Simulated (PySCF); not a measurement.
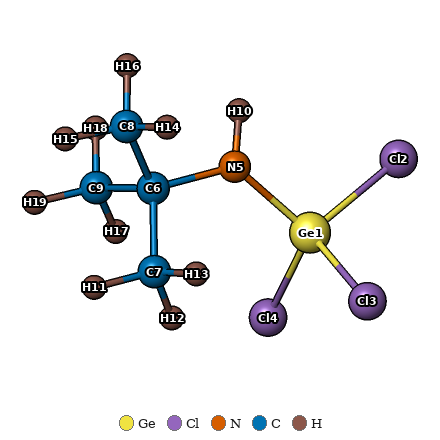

C₄H₁₀Cl₃GeN (GeCl3(NHtBu)), SMILES CC(C)(C)[NH][Ge]([Cl])([Cl])[Cl], singlet. Vertical core-electron binding energies by ΔSCF (SCAN, pcX-2 on the ionised atom (unc-x2c-TZVPall on a metal), pcseg-1 elsewhere, spin-free X2C; PySCF, at a PBE0-D3(BJ)/def2-SVP geometry (no frequency check)), gas phase, against the vacuum level. One atom of each kind was ionised; within a panel, areas follow the number of like atoms and 2j + 1 (2p levels are split by first-order spin-orbit coupling, an approximation), each panel is scaled alone, Gaussians of 1.0 eV full width. Only the regions named are shown.

> Predict the C 1s, Cl 2p and N 1s photoelectron lines.

```
   level          atoms  binding energy (eV)
    C 1s             C6                292.0
    C 1s     C7, C8, C9                290.8
Cl 2p1/2  Cl2, Cl3, Cl4                207.6
Cl 2p3/2  Cl2, Cl3, Cl4                206.0
    N 1s             N5                404.9
```

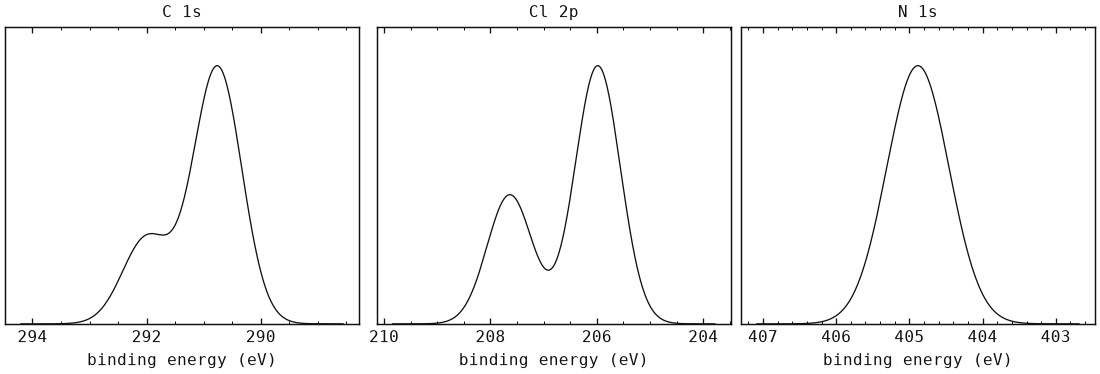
